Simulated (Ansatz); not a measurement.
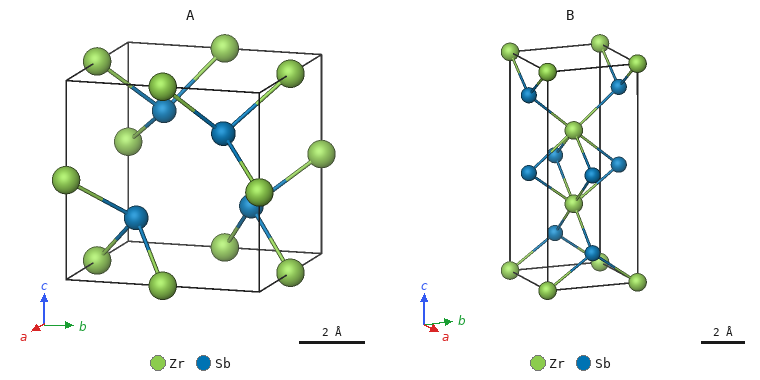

Two structures of Zr3Sb4, each relaxed to rest (conventional cells in solid outline, small ones repeated, not to one scale). Method: Ansatz, DFT PBE, scalar-relativistic, plane waves, PAW, without spin polarisation.

Which two forms are compared?

Answer. A: 7 atoms a cell on a primitive cubic lattice, P-43m. B: 7 atoms a cell on a primitive tetragonal lattice, P-4m2.

What is the energy order of the two?

Answer. B is lower, by 152 meV/atom at this level of theory (energies at zero smearing). Volumes: A 35.6, B 32.5 Å³/atom.

One or both may be structure types tried for this composition rather than known phases.
